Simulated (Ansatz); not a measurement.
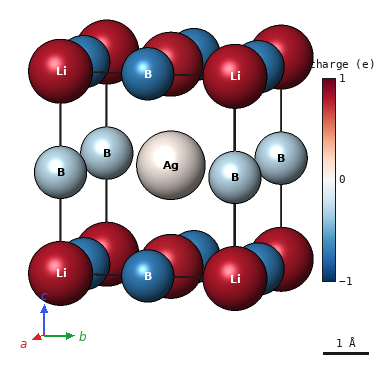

Spheres-only drawing of the structure, looking slightly off an axis. The simulation cell is outlined; an atom on or near a face, edge or corner is repeated at each equivalent position. The atoms of this Li₂AgB₃ cell are coloured by their Bader charge.

Level of theory and settings: DFT PBE, scalar-relativistic, plane waves, PAW (Ansatz), plane-wave cutoff 420 eV, a 10×10×8 grid in reciprocal space, Gaussian smearing of 0.1 eV, no spin polarisation.

**What do the colours say about charge transfer?**

Most positive: Li; most negative: B. Charges: about Li +0.8 e; Ag +0.1 e; B -0.7 to -0.3 e.

The structure was taken from a random cell made by a generator, so it need not be a real form of the compound. Earlier steps of the study may have refined or changed the cell and positions. It was run through Ansatz as a DFT input.
